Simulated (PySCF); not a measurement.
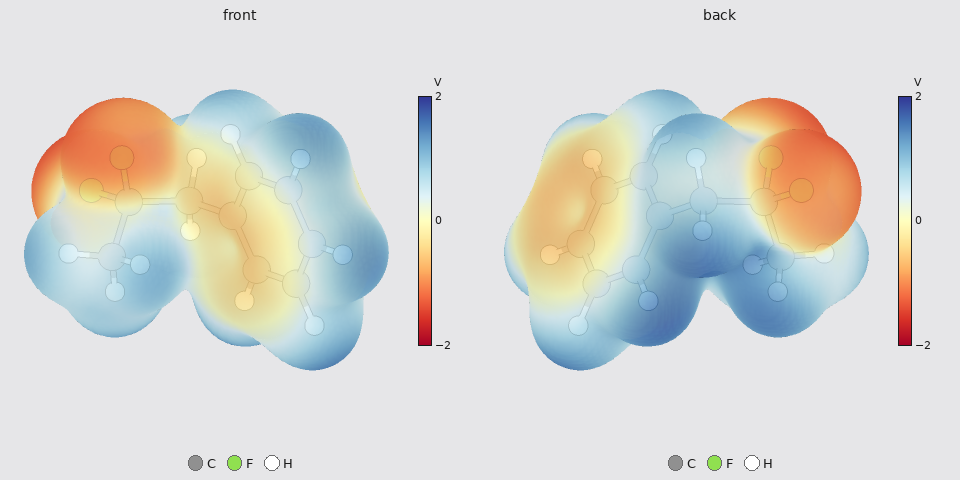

C$_{9}$H$_{10}$F$_{2}$ (PhCH2CF2CH3). The molecular electrostatic potential painted on the density surface at 0.004 e/bohr³, seen from the front and from behind; the colour scale runs from red (negative) to blue (positive).

Geometry: GFN2-xTB.

Level of theory: PySCF, mPW1PW91/pcSseg-1, SCF density, in a dichloromethane solvent model, non-relativistic.

Input file:

```
{"job": {"xc": "mPW1PW91", "basis": "pcSseg-1", "solvent": "dichloromethane", "kind": "nmr", "pop": true}, "charge": 0, "multiplicity": 1}
C     -2.326109    -0.554344     0.775802
C     -1.990295     0.887885     0.448880
F     -3.106063     1.514674    -0.044234
F     -1.711416     1.564249     1.604154
C     -0.845842     1.077332    -0.550662
C      0.401994     0.360055    -0.114846
C      1.204473     0.896339     0.884687
C      2.338848     0.226366     1.306923
C      2.686641    -0.984297     0.731985
C      1.894243    -1.523086    -0.266974
C      0.757130    -0.855080    -0.686389
H     -1.460385    -1.034264     1.222964
H     -3.156810    -0.577733     1.477225
H     -2.608377    -1.077378    -0.132980
H     -0.660395     2.150828    -0.635362
H     -1.191232     0.706182    -1.516680
H      0.933898     1.838658     1.337084
H      2.953929     0.652049     2.085692
H      3.573454    -1.505707     1.060076
H      2.161024    -2.466008    -0.721119
H      0.142372    -1.279778    -1.467311
```

Launched as:

```sh
OMP_NUM_THREADS=1 python ens_run.py task.json out
```

Which sites attract a positive test charge, and which a negative one?

Answer. A positive charge is drawn to the negative regions and a negative charge to the positive ones. The most negative region (about −1.3 V) lies over F3 and F4, the most positive (about +1.6 V) over H16 and H21.

What dipole moment does the calculation give?

Answer. Its dipole moment is 2.72 D.
